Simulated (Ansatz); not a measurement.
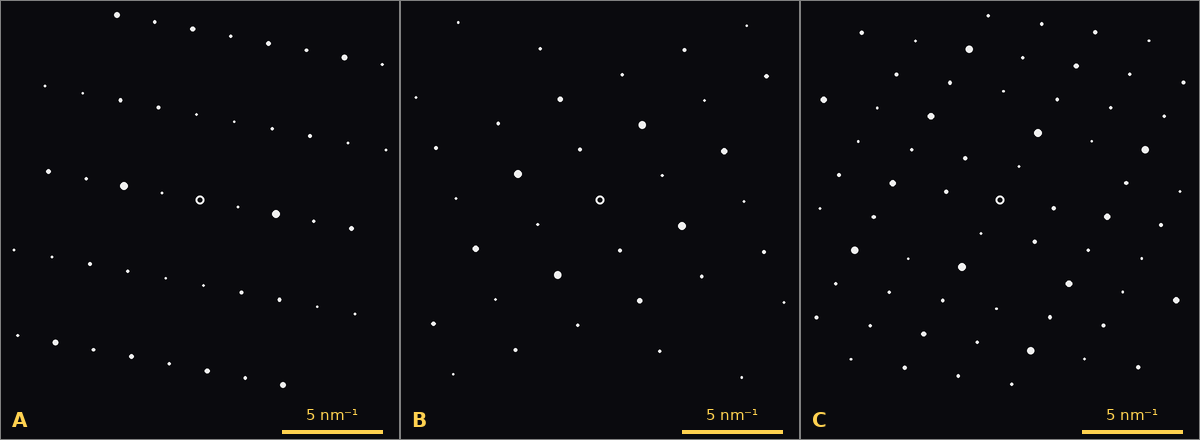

Simulated selected-area electron diffraction patterns (300 kV, kinematic approximation, thin crystal, B = 0.5 Å² for all atoms).

All three come from SiSe3, space group P6_3/mmc (No. 194), a = 5.990 Å, c = 5.240 Å (hexagonal axes). Structure: the geometry relaxed with DFT PBE, scalar-relativistic, plane waves, PAW (Ansatz); the starting structure was generated, so it need not be a known form of this composition.

Assign the zone axes [101], [201], [212] to A, B and C.

Answer. A is [201]: centred rectangular net of 0 1 0 (weak) at d = 5.19 Å and 1 0 -2 (weak) at d = 2.34 Å, at 77.0°. B is [212]: rectangular net of -1 0 1 at d = 3.69 Å and -1 2 0 (weak) at d = 2.99 Å, at 90.0°. C is [101]: centred rectangular net of 0 1 0 (weak) at d = 5.19 Å and 1 0 -1 at d = 3.69 Å, at 69.2°.
